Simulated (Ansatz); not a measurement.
The starting structures come from a database of crystals and need not be the phases stable at ambient conditions.

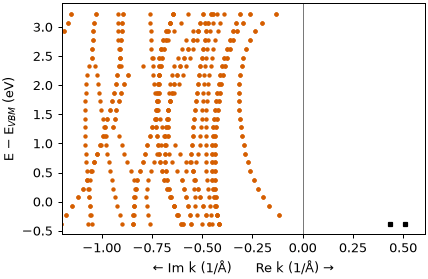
Fig. 1. Complex bands at the centre of the two-dimensional zone; r2SCAN (Ansatz, an electronic-structure program)

The gap is the functional's own. No spin-orbit coupling. Mid-gap values are interpolated on the energy grid.

### Question
This is Ba2TaBiO6 (R-3, not sure to be the ambient phase, 10 atoms a cell, 16.2 Å³ an atom, -4 GPa at this level) along the normal of (110). Read off the slowest decay at the centre of the two-dimensional zone at 1.43 eV, the computed energy nearest the middle of the gap.

### Answer
κ ≈ 0.31 1/Å, a decay length 1/(2κ) of the density of 1.6 Å.
